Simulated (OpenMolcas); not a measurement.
**Run report: BeH$_{2}$, energy and gradient calculation (part 1 of 2)**

BeH$_{2}$, SMILES [H][Be][H], computed with PW6B95/def2-TZVPPD, RKS, C-PCM solvent benzene (OpenMolcas 26.06).

The atoms were displaced at random from an optimised geometry.

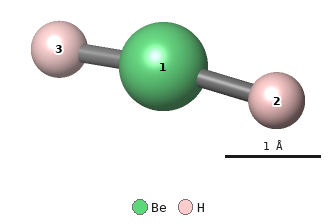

Fig. 1: The structure (ball-and-stick view, seen at a tilt; atoms are numbered from 1 in the order of the input). Sticks mark near contacts.

Input file:
```
&GATEWAY
BasLib = $CurrDir
Coord = mol.xyz
Basis = def2-TZVPPD
Group = NoSym
RICD
RF-Input
PCM-Model
Solvent=benzene
Conductor
End of RF-Input
&SEWARD
&SCF
KSDFT = HYB_MGGA_XC_PW6B95
PrOrbitals = 1 2
&ALASKA
```

File mol.xyz:
```
3

Be     0.059427     0.054477    -0.056420
H     -0.011723    -0.057567     1.312467
H      0.004998     0.047868    -1.320618
```

Launch command:
```bash
export MOLCAS_MEM=1860
pymolcas run.input > run.log
```

The program's output:
```
--- Start Module: gateway ---

                                              &GATEWAY

                       available to each process: 1.9 GB of memory, 1 thread

 Basis Set     1 Label: BE.DEF2-TZVPPD
 Basis set is read from library:.
 basistype.tbl is not found

 Basis Set     2 Label: H.DEF2-TZVPPD
 Basis set is read from library:.
 basistype.tbl is not found

++    Symmetry information:
      ---------------------

                    Character Table for C1

                             E
                    a        1  x, y, xy, Rz, z, xz, Ry, yz, Rx, I
--

++    Basis set information:
      ----------------------

      Basis set label: BE.DEF2-TZVPPD.........

      Electronic valence basis set:
      ------------------
      Associated Effective Charge   4.000000 au
      Associated Actual Charge      4.000000 au
      Nuclear Model: Point charge

      Shell  nPrim  nBasis  Cartesian Spherical Contaminant
         s      11       5        X
         p       5       4        X
         d       1       1                 X

      Basis set label: H.DEF2-TZVPPD.........

      Electronic valence basis set:
      ------------------
      Associated Effective Charge   1.000000 au
      Associated Actual Charge      1.000000 au
      Nuclear Model: Point charge

      Shell  nPrim  nBasis  Cartesian Spherical Contaminant
         s       5       3        X
         p       3       3        X
         d       1       1                 X
--

++    Molecular structure info:
      -------------------------

                    ************************************************
                    **** Cartesian Coordinates / bohr, angstrom ****
                    ************************************************

     Center  Label                x              y              z                     x              y              z
        1      BE1              0.112301       0.102947      -0.106618              0.059427       0.054477      -0.056420
        2      H2              -0.022153      -0.108786       2.480203             -0.011723      -0.057567       1.312467
        3      H3               0.009445       0.090457      -2.495606              0.004998       0.047868      -1.320618

                    ***************************************
                    *    InterNuclear Distances / bohr    *
                    ***************************************

               1 BE1           2 H2            3 H3
    1 BE1      0.000000
    2 H2       2.598953        0.000000
    3 H3       2.391234        4.979897        0.000000

                    *******************************************
                    *    InterNuclear Distances / angstrom    *
                    *******************************************

               1 BE1           2 H2            3 H3
    1 BE1      0.000000
    2 H2       1.375306        0.000000
    3 H3       1.265386        2.635248        0.000000

                    **************************************
                    *    Valence Bond Angles / degree    *
                    **************************************
                          Atom centers                 Phi
                      2 H2       1 BE1      3 H3       172.63
--

            Nuclear Potential Energy              3.41266561 au

--- Stop Module: gateway /rc=_RC_ALL_IS_WELL_ ---

--- Start Module: seward ---

                                              &SEWARD

                       available to each process: 1.9 GB of memory, 1 thread

               SEWARD will generate:
                  Multipole Moment integrals up to order  2
                  Kinetic Energy integrals
                  Nuclear Attraction integrals (point charge)
                  One-Electron Hamiltonian integrals
                  Velocity integrals
                  Reaction Field integrals (PCM)
                  Orbital angular momentum around (  0.0906   0.0825  -0.0885 )
                  Velocity quadrupole around (  0.0906   0.0825  -0.0885 )
                  RI decomposed two-electron repulsion integrals stored Cholesky style
                   - acCD auxiliary basis
                   - CD Threshold:   1.00E-04

                   Integrals are discarded if absolute value <: 1.00E-14
                   Integral cutoff threshold is set to       <: 1.00E-16

            Nuclear Potential Energy              3.41266561 au

      Basis set specifications :
      Symmetry species         a
      Basis functions           56

--- Stop Module: seward /rc=_RC_ALL_IS_WELL_ ---

--- Start Module: scf ---

                                                &SCF

                       available to each process: 1.9 GB of memory, 1 thread

++    Input section:
      --------------

      Header of the integral files:

      Cartesian coordinates in angstrom:
      -----------------------------------------------------
      No.  Label        X            Y            Z
      -----------------------------------------------------
       1   BE1        0.05942700   0.05447700  -0.05642000
       2   H2        -0.01172300  -0.05756700   1.31246700
       3   H3         0.00499800   0.04786800  -1.32061800
      -----------------------------------------------------
      Nuclear repulsion energy =    3.41266561
--

++    Orbital specifications:
      -----------------------

      Symmetry species               1
                                     a
      Frozen orbitals                0
      Occupied orbitals              3
      Secondary orbitals            53
      Deleted orbitals               0
      Total number of orbitals      56
      Number of basis functions     56
--

      Molecular charge                           0.000

      Polarizable Continuum Model (PCM) activated
      Solvent: benzene
      Version: Conductor
      Average area for surface element on the cavity boundary: 0.4000 angstrom^2
      Minimum radius for added spheres: 0.2000 angstrom
      Calculation type: equilibrium

      Numerical integration parameters
      --------------------------------
      Radial quadrature type:                         MHL
      Size of radial grid:                            75
      Lebedev angular grid:                           29
      Angular grid pruned with the crowding factor:  3.00E+00
                                 and fading factor:  6.00E+00
      Screening threshold for integral computation:   1.00E-11
      Radial quadrature accuracy:                     1.00E-25
      Maximum batch size:                             128
      AO values are stored on disk
      The same grid will be used for all iterations.

      DFT functional specifications
      -----------------------------
      Using Libxc version: 6.2.2
      Please cite the following reference:
      S. Lehtola, C. Steigemann, M. J.T. Oliveira, and M. A.L. Marques.,  SoftwareX 7, 1–5 (2018) doi:10.1016/j.softx.2017.11.002

      * Mixture of PW91 with BC95 from Zhao and Truhlar

++    Optimization specifications:
      ----------------------------

      SCF Algorithm: LK-RI/DF
      LK screening threshold:                     4.50E-02
      Local-Exchange (LK) algorithm.
       - the density matrix is decomposed
      The actual AO density is used
      Number of density matrices in core                 5
      Maximum number of NDDO SCF iterations            400
      Maximum number of HF SCF iterations              400
      Threshold for SCF energy change             1.00E-09
      Threshold for density matrix                1.00E-04
      Threshold for Fock matrix                   1.50E-04
      Threshold for linear dependence             1.00E-09
      Threshold at which DIIS is turned on        1.50E-01
      Maximum depth in the DIIS procedure                5
      Maximum depth in the BFGS Hessian update          30
      Threshold at which QNR/C2DIIS is turned on  7.50E-02
      Threshold for Norm(delta) (QNR/C2DIIS)      1.00E-03
      All orbitals punched on: SCFORB
--

      Input vectors read from INPORB
      Orbital file label: *Guess orbitals

++ Convergence information
                                   [...]      iterations: Energy and convergence statistics

Iter     Tot. [...]      One-elec.       Two-elec.     Energy      Max Dij or  Max Fij      DNorm      TNorm      AccCon     Time
         Energy          Energy          Energy        Change      Delta Norm                                                in Sec.
   1   -15.768040335   -23.762106395     7.352412013   0.00E+00    3.06E-01*   1.50E-01*    2.12E+00   1.62E+01   None         0.
   2   -15.934399054   -24.438155222     7.862102122  -1.66E-01*   8.34E-02*   2.31E-02*    2.10E+00   1.67E+01   EDIIS        0.
   3   -15.939534324   -24.286162239     7.704973868  -5.14E-03*   8.46E-03*   4.96E-03*    1.98E+00   1.65E+01   c2DIIS       0.
   4   -15.939771341   -24.317929023     7.736503635  -2.37E-04*   9.28E-04    3.79E-04*    1.99E+00   1.65E+01   QNRc2DIIS    0.
   5   -15.939772714   -24.317060461     7.735633700  -1.37E-06*   2.20E-04    4.92E-05     1.99E+00   1.65E+01   QNRc2DIIS    0.
   6   -15.939772758   -24.317206831     7.735780027  -4.33E-08*   7.20E-05    1.42E-05     1.99E+00   1.65E+01   QNRc2DIIS    0.
   7   -15.939772770   -24.317182718     7.735755901  -1.24E-08*   1.14E-04    2.81E-05     1.99E+00   1.65E+01   QNRc2DIIS    0.
   8   -15.939772754   -24.317193023     7.735766222   1.63E-08*   1.04E-04    1.59E-05     1.99E+00   1.65E+01   QNRc2DIIS    0.
   9   -15.939772745   -24.317171455     7.735744664   8.87E-09*   3.71E-05    2.63E-05     1.99E+00   1.65E+01   QNRc2DIIS    0.
  10   -15.939772739   -24.317169839     7.735743054   5.77E-09*   2.94E-04    3.34E-05     1.99E+00   1.65E+01   QNRc2DIIS    0.
  11   -15.939772778   -24.317172699     7.735745875  -3.85E-08*   2.59E-04    1.96E-05     1.99E+00   1.65E+01   QNRc2DIIS    0.
  12   -15.939772743   -24.317180072     7.735753283   3.51E-08*   3.47E-05    3.15E-05     1.99E+00   1.65E+01   QNRc2DIIS    0.
  13   -15.939772741   -24.317176671     7.735749884   1.92E-09*   2.89E-05    3.28E-05     1.99E+00   1.65E+01   QNRc2DIIS    0.
  14   -15.939772735   -24.317176575     7.735749794   5.84E-09*   6.21E-04    3.97E-05     1.99E+00   1.65E+01   QNRc2DIIS    0.
  15   -15.939772605   -24.317155155     7.735728504   1.30E-07*   1.32E-04    1.33E-04     1.99E+00   1.65E+01   QNRc2DIIS    0.
  16   -15.939772719   -24.317160840     7.735734075  -1.14E-07*   4.09E-04    1.26E-04     1.99E+00   1.65E+01   QNRc2DIIS    0.
  17   -15.939772744   -24.317164095     7.735737305  -2.55E-08*   3.03E-05    1.68E-05     1.99E+00   1.65E+01   QNRc2DIIS    0.
  18   -15.939772748   -24.317165690     7.735738895  -3.68E-09*   1.58E-05    1.32E-05     1.99E+00   1.65E+01   QNRc2DIIS    0.
  19   -15.939772750   -24.317167029     7.735740233  -1.56E-09*   5.32E-06    1.12E-05     1.99E+00   1.65E+01   QNRc2DIIS    0.
  20   -15.939772750   -24.317167145     7.735740348  -4.58E-10    7.66E-05    1.06E-05     1.99E+00   1.65E+01   QNRc2DIIS    0.

       Convergence after  20 Iterations
--
```
